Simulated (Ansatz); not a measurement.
## Hypothetical Fm-3m MoTe2, pressure series

Take MoTe₂ (space group Fm-3m, No. 225; a = 6.5608 Å; a hypothetical phase, not in the database extracts checked) as the base.

Cell and atoms are relaxed at each pressure.

Computed with Ansatz (a program for electronic structure), PBEsol, PAW, cutoff 420 eV, without spin-orbit coupling.

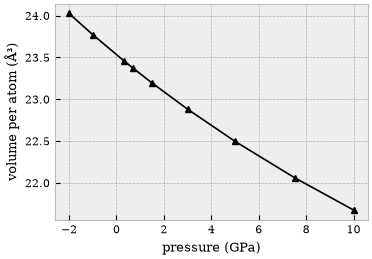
*Volume against pressure*

Task: Estimate the zero-pressure bulk modulus from the plot.

Result: About 100 GPa; a third-order Birch–Murnaghan fit to the points gives V₀ = 23.53 Å³/atom, B₀ = 100 GPa and B₀′ = 4.7.

Load acts through the strain it causes; cell and atoms are relaxed under it. Stability against distortions was not tested. Competing high-pressure phases were not computed. All final runs are without spin polarisation. MoTe2 has a high density of states at the Fermi level and may be magnetic at this level.
